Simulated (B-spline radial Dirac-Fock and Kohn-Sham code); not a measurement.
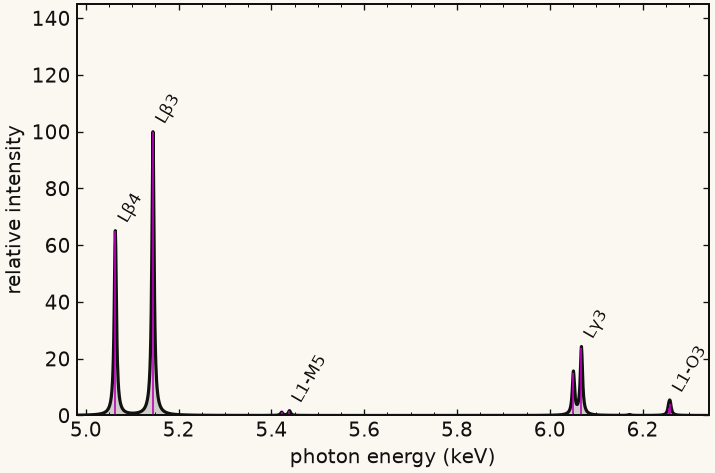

Fig. 1. X-ray emission lines that fill an L1 (2s) hole, broadened by a Lorentzian of 5.8 eV full width. Multiplet splitting by the open shell is left out. Species: neutral La ([Xe] 5d1 6s2). Level of theory: independent-particle rates on relativistic LDA orbitals of the hole state (multipoles to L = 3), energies from Dirac–Fock ΔSCF; calculated with a radial B-spline solver. Widths ruled by Coster–Kronig decay come out up to twice the measured ones in this model.

Summarise the result.

The strongest line is L1-M3 (Lβ3) at 5.1446 keV with 46.3 % of the photons, then L1-M2 (Lβ4) at 5.0635 keV (30 %), L1-N3 (Lγ3) at 6.0681 keV (11 %), L1-N2 (Lγ2) at 6.0509 keV (7.0 %), L1-O3 at 6.2592 keV (1.8 %). The hole has a width of 3.86 eV and a fluorescence yield of 0.0582.
